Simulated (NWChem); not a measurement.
**BH3F− (SMILES [BH3-]F): levels of theory compared**

Aim: a comparison of 6 runs (HF/def2-SVP, PBE0/3-21G, B3LYP/6-31G*, PBE0/pcseg-1, TPSSh/cc-pVDZ, MP2/def2-SVP) of BH3F−. 

The calculation is run with NWChem 7.3.0.

### Step 1. The structure to begin with

The species is BH3F− (5 atoms), meant as a singlet with charge -1. As SMILES, `[BH3-]F`. Geometry: relaxed at GFN2-xTB.

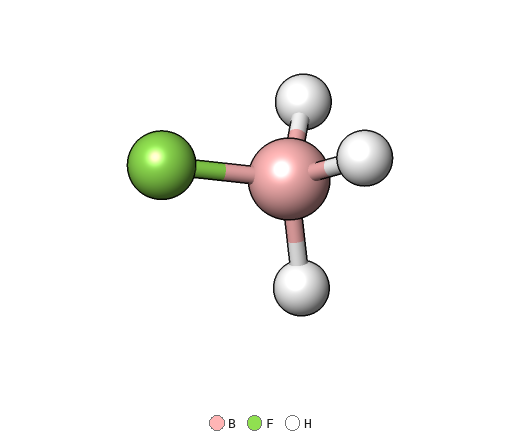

The structure, seen from a chosen angle (boron pink, fluorine green, hydrogen white).

### Step 2. Energy and forces at HF/def2-SVP (run 1)

sp.nw

```
START sp
memory total 2200 mb
charge -1
GEOMETRY units angstroms noautosym nocenter noautoz
B     -0.035750     0.029280    -0.033890
F      0.855550    -0.717910     0.826970
H     -1.067340     0.264210     0.588100
H     -0.274560    -0.651290    -1.027540
H      0.522090     1.075700    -0.353640
END
BASIS spherical bse
* library def2-SVP
END
SCF
thresh 1e-08
maxiter 80
noprint "final vectors analysis"
END
TASK scf gradient
```

The run is started by

```bash
$ nwchem sp.nw > sp.out
```

What it wrote:

```text
[...]
  functions       =    43
[...]
  wavefunction    = RHF
[...]
         Total SCF energy =   -125.793447048599
      One-electron energy =   -239.230010205389
      Two-electron energy =     83.151937414962
 Nuclear repulsion energy =     30.284625741828
        Time for solution =      0.5s
[...]
                         RHF ENERGY GRADIENTS
    atom               coordinates                        gradient
                 x          y          z           x          y          z
   1 B      -0.067558   0.055331  -0.064043   -0.013262   0.010677  -0.012321
   2 F       1.616755  -1.356653   1.562747   -0.001995   0.001697  -0.001945
   3 H      -2.016980   0.499285   1.111348    0.011837  -0.004432  -0.002380
   4 H      -0.518843  -1.230760  -1.941769    0.005087   0.003249   0.011152
   5 H       0.986607   2.032778  -0.668283   -0.001666  -0.011191   0.005494
[...]
```

Run time: 1.2 s. Hardware: 1 thread of AMD EPYC 9R45 (Zen 5), shared host; peak memory 0.1 GiB.

### Step 3. Energy and gradient at PBE0/3-21G (run 2)

run.py

```python
from ase import Atoms
from ase.calculators.nwchem import NWChem

mol = Atoms(['B', 'F', 'H', 'H', 'H'], positions=[
    [-0.035750, 0.029280, -0.033890],
    [0.855550, -0.717910, 0.826970],
    [-1.067340, 0.264210, 0.588100],
    [-0.274560, -0.651290, -1.027540],
    [0.522090, 1.075700, -0.353640],
])

calc = NWChem(
    label='bfh3',
    theory='dft',
    memory='2200 mb',
    basis='3-21G',
    basispar='spherical bse',
    charge=-1,
    dft={'xc': 'pbe0', 'mult': '1', 'grid': 'xfine', 'convergence': 'energy 1e-08', 'iterations': '100', 'mulliken': None},
)
mol.calc = calc

forces = mol.get_forces()
print(f"energy = {mol.get_potential_energy():.6f} eV")
print("forces (eV/A):")
for s, f in zip(mol.symbols, forces):
    print(f"{s:2s} {f[0]:10.5f} {f[1]:10.5f} {f[2]:10.5f}")
print("dipole (e A):", mol.get_dipole_moment().round(4))
```

The run is started by

```bash
$ export ASE_NWCHEM_COMMAND="nwchem PREFIX.nwi > PREFIX.nwo"
$ python run.py
```

What it wrote:

```text
energy = -3420.720572 eV
forces (eV/A):
B     0.75328   -0.61141    0.70469
F     0.47082   -0.39600    0.45575
H    -0.64087    0.34710   -0.14203
H    -0.40731    0.08351   -0.60632
H    -0.17591    0.57680   -0.41205
dipole (e A): [-0.1189  0.0993 -0.1144]
```

The calculator wrote bfh3.nwi:

```
title "bfh3"

permanent_dir bfh3

scratch_dir bfh3

start bfh3

geometry units angstrom nocenter noautosym noautoz
  B  -3.5749999999999997e-02 2.9280000000000000e-02 -3.3890000000000003e-02
  F  8.5555000000000003e-01 -7.1791000000000005e-01 8.2696999999999998e-01
  H  -1.0673400000000000e+00 2.6421000000000000e-01 5.8809999999999996e-01
  H  -2.7456000000000003e-01 -6.5129000000000004e-01 -1.0275399999999999e+00
  H  5.2209000000000005e-01 1.0757000000000001e+00 -3.5364000000000001e-01
end

charge -1

memory 2200 mb

basis spherical bse noprint
   * library 3-21G
end

dft
  xc pbe0
  mult 1
  grid xfine
  convergence energy 1e-08
  iterations 100
  mulliken
end

task dft gradient
```

bfh3.nwo, cut to the lines that bear on the results:

```text
[...]
         Total DFT energy =     -125.709163384407
[...]
  wavefunction    = closed shell
                         DFT ENERGY GRADIENTS
    atom               coordinates                        gradient
                 x          y          z           x          y          z
   1 B      -0.067558   0.055331  -0.064043   -0.014649   0.011890  -0.013704
   2 F       1.616755  -1.356653   1.562747   -0.009156   0.007701  -0.008863
   3 H      -2.016980   0.499285   1.111348    0.012463  -0.006750   0.002762
   4 H      -0.518843  -1.230760  -1.941769    0.007921  -0.001624   0.011791
   5 H       0.986607   2.032778  -0.668283    0.003421  -0.011217   0.008013
[...]
```

It took 2.4 s on 1 thread of AMD EPYC 9R45 (Zen 5), shared host; peak memory 0.12 GiB.

Runs 3 to 5 aren't shown in full; the table further down has their settings and results.

### Step 4. Energy and gradient at MP2/def2-SVP (run 6)

bfh3.nw

```
START bfh3
TITLE "BFH3"
memory total 2200 mb
charge -1

GEOMETRY units angstrom noautosym nocenter noautoz
   B       -0.035750       0.029280      -0.033890
   F        0.855550      -0.717910       0.826970
   H       -1.067340       0.264210       0.588100
   H       -0.274560      -0.651290      -1.027540
   H        0.522090       1.075700      -0.353640
END

BASIS spherical bse
   * library def2-SVP
END

SCF
   thresh 1e-08
   maxiter 80
   print medium
END

MP2
   freeze core 2
   tight
END

TASK mp2 gradient
```

The run is started by

```bash
$ nwchem bfh3.nw > bfh3.out
```

What it wrote:

```text
[...]
  functions       =    43
[...]
  wavefunction    = RHF
[...]
         Total SCF energy =   -125.793447048599
      One-electron energy =   -239.230010205389
      Two-electron energy =     83.151937414962
 Nuclear repulsion energy =     30.284625741828
        Time for solution =      0.5s
[...]
          Total MP2 energy          -126.098613551286
[...]
                         mp2 ENERGY GRADIENTS
    atom               coordinates                        gradient
                 x          y          z           x          y          z
   1 B      -0.067558   0.055331  -0.064043   -0.011227   0.008982  -0.010359
   2 F       1.616755  -1.356653   1.562747   -0.005573   0.004696  -0.005400
   3 H      -2.016980   0.499285   1.111348    0.011998  -0.004858  -0.001507
   4 H      -0.518843  -1.230760  -1.941769    0.005592   0.002417   0.011313
   5 H       0.986607   2.032778  -0.668283   -0.000789  -0.011237   0.005954
[...]
```

It took 1.8 s on 1 thread of AMD EPYC 9R45 (Zen 5), shared host; peak memory 0.11 GiB.

### Step 5. The series

| run | level | iteration cap | module | energy (Eh) | largest force (eV/Å) | wall time |
| --- | --- | --- | --- | --- | --- | --- |
| 1 | HF/def2-SVP | 80 | scf | -125.793447 | 1.081 | 1.2 s |
| 2 | PBE0/3-21G | 100 | dft | -125.709163 | 1.199 | 2.4 s |
| 3 | B3LYP/6-31G* (Cartesian functions) | 100 | dft | -126.538652 | 0.827 | 3.3 s |
| 4 | PBE0/pcseg-1 | 100 | dft | -126.385892 | 0.674 | 3.9 s |
| 5 | TPSSh/cc-pVDZ | 100 | dft | -126.552926 | 0.880 | 6 s |
| 6 | MP2/def2-SVP | 80 | mp2 | -126.098614 | 0.911 | 1.8 s |

### Step 6. Results

| quantity | value |
| --- | --- |
| run 6: total energy | -126.09861 Eh |
| run 6: HOMO energy (Hartree–Fock orbitals) | -4.84 eV |
| run 6: LUMO energy (Hartree–Fock orbitals) | 12.24 eV |
| run 6: HOMO–LUMO gap (to an unbound level, set by the basis) | 17.09 eV |
| run 6: correlation energy (2 core orbitals frozen) | -305.2 mEh |
| run 6: largest force on an atom | 0.911 eV/Å |

What this shows: Over runs 2, 4, 5 the HOMO–LUMO gap runs from 8.86 eV (TPSSh/cc-pVDZ) to 11.03 eV (PBE0/3-21G). The two ends differ in method and basis. The empty levels of an anion lie above zero and hang on the basis. Totals of different functionals can't be ranked against each other. All runs together took 19 s, the longest 6 s.
